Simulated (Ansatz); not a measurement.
Start from TiSi₂ (space group Cmcm, No. 63; a = 3.515 Å, b = 13.348 Å, c = 3.557 Å).

Structures relaxed with Ansatz (a first-principles code) PBEsol, no spin-orbit coupling.

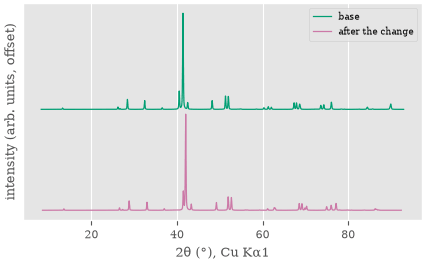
*Simulated powder patterns before (top) and after one change*

Question: Which of these changes matches the shifts?
A) pressure 100 GPa
B) pressure 7 GPa
C) pressure 50 GPa
D) pressure 30 GPa

Answer: B, pressure 7 GPa. Its volume per atom is 13.28 Å³ against 13.91 Å³, and its space group is Cmcm (No. 63).

Load acts through the strain it causes; cell and atoms are relaxed under it. Whether these cells are dynamically stable was not tested. No other phases were tried under pressure. The final runs are not spin-polarised.
